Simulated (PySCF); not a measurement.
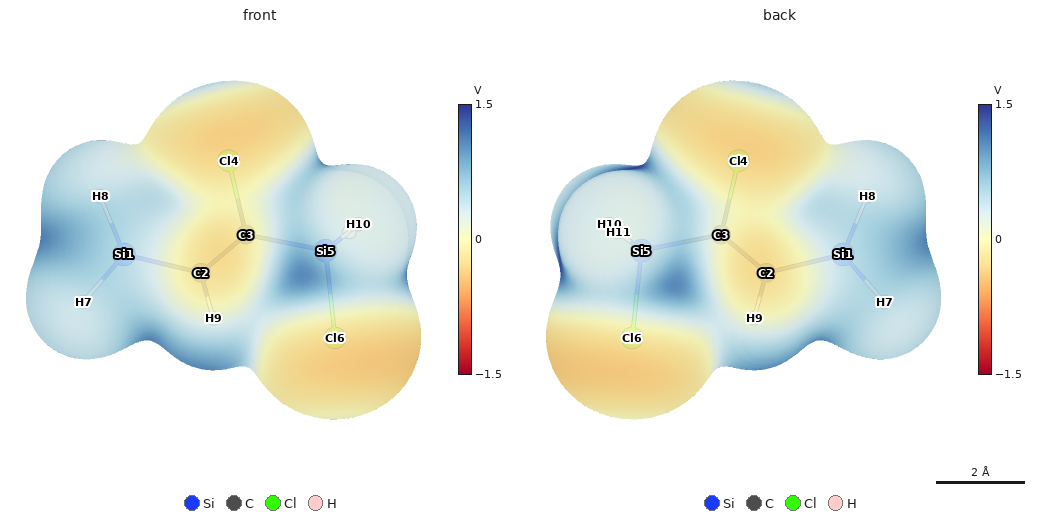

Figure 1: C$_{2}$H$_{5}$Cl$_{2}$Si$_{2}$ (SMILES [SiH2]/C=C(\Cl)[SiH2]Cl) (doublet). The molecular electrostatic potential painted on the density surface at 0.002 e/bohr³, seen from the front and from behind; red is negative and blue positive.

Geometry: GFN2-xTB.

Method: UKS B3LYP, pcH-1 on C Cl H Si, non-relativistic, mean-field spin-orbit, GIAO in PySCF.

```xyz
11

Si    2.4764   -0.3993    0.0248
C     0.7092   -0.3520   -0.3706
C    -0.2688    0.2692    0.3514
Cl    0.2204    1.1051    1.8035
Si   -2.1000    0.3563   -0.0012
Cl   -2.4304   -0.6766   -1.7073
H     3.3514   -1.1212   -0.8819
H     3.0988    0.2199    1.1760
H     0.3731   -0.8605   -1.2666
H    -2.5412    1.7345   -0.2167
H    -2.8836   -0.2728    1.0627
```

Where is the surface potential most negative and most positive?

Answer. The most negative region (about −0.4 V) lies over Cl4 and Cl6, the most positive (about +1.4 V) over Si5. Cl4 shows a σ-hole: about +0.5 V at the tip opposite its bond, against about −0.1 V on its flanks.
